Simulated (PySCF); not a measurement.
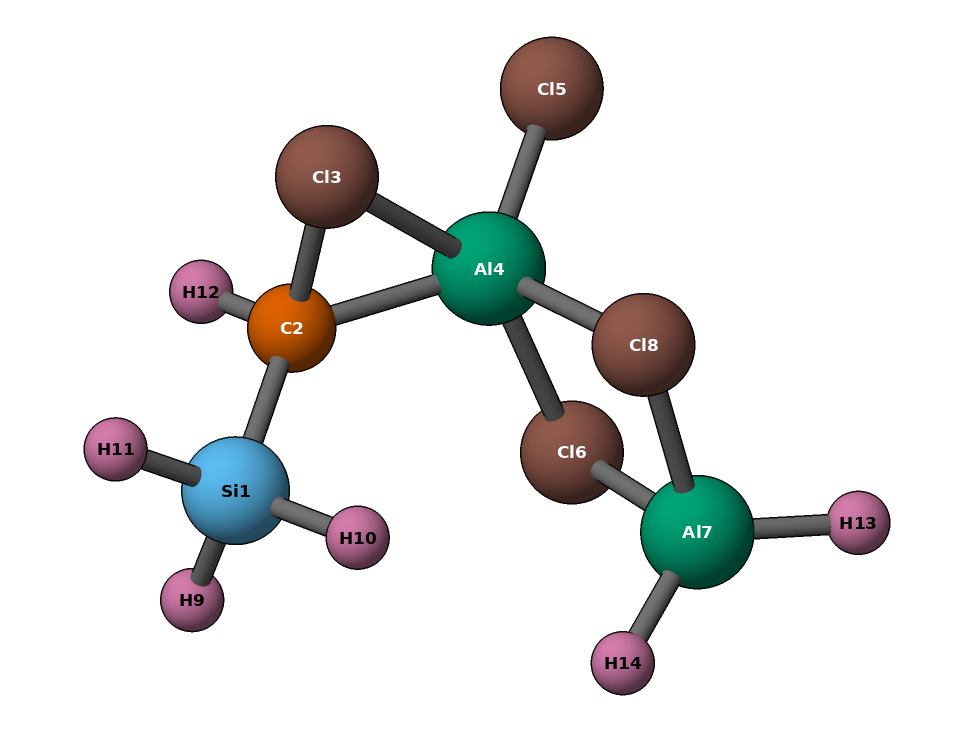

The geometry was computed by an optimisation with GFN2-xTB. No frequency run is at hand to confirm it as a minimum. Method: GIAO PBE0/pcSseg-1 NMR shielding, non-relativistic, gas phase (PySCF 2.14.0). Principal shieldings σ11 ≤ σ22 ≤ σ33, span Ω = σ33 − σ11, skew κ = 3(σiso − σ22)/Ω.

Question. Which Al atom has the most anisotropic shielding?

Answer. Al4, with a span of 235 ppm.

Give the shielding tensors of the Al atoms.

| atom | σ11 | σ22 | σ33 | σiso | Ω | κ |
| --- | --- | --- | --- | --- | --- | --- |
| Al4 | 373.6 | 492.9 | 608.4 | 491.6 | 234.9 | −0.02 |
| Al7 | 368.4 | 384.5 | 505.8 | 419.6 | 137.4 | 0.77 |

Shieldings and span in ppm.

The geometry is semi-empirical. Around Al, Si such bond lengths and angles can be off by a tenth of an ångström or more and by several degrees, and values that hang on the shape move with them.
